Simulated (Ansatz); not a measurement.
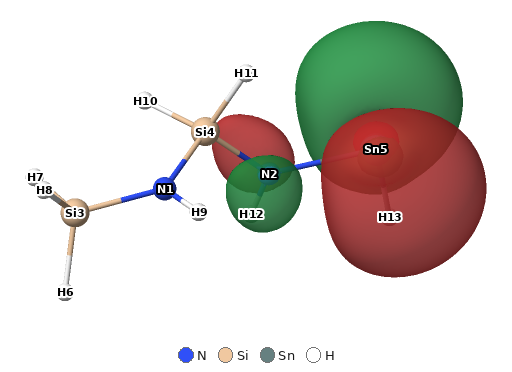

Figure 1: H₈N₂Si₂Sn. One frontier orbital at ±0.08 Å⁻³ᐟ² (green and red are the two phases), seen at a tilt.

Geometry: PBE0-D4/def2-SVP; core potentials replace the inner electrons of Sn.

These are results of isolated molecule in a Gaussian basis; Kohn-Sham density functional theory, functional PBE0 (Ansatz 0.2.0), not measurements.

```xyz
13

N     1.0546   -1.5387   -0.8880
N    -1.7587   -0.9820   -1.3716
Si    2.0108   -2.8245   -0.2105
Si   -0.4083   -0.8059   -0.2936
Sn   -2.8275    0.5314   -2.2672
H     2.1511   -3.9716   -1.1639
H     1.3214   -3.2980    1.0249
H     3.3973   -2.3828    0.1437
H     1.3920   -1.1652   -1.7730
H    -0.6396   -1.4469    1.0362
H    -0.2565    0.6750   -0.1397
H    -2.0630   -1.9326   -1.5753
H    -3.9163   -0.6557   -3.0509
```

Question: Which orbital is it: HOMO or LUMO?

Answer: The LUMO, at −2.31 eV. By Hirshfeld shares it lies mainly on Sn5 (about 85 %) and N2 (about 10 %).
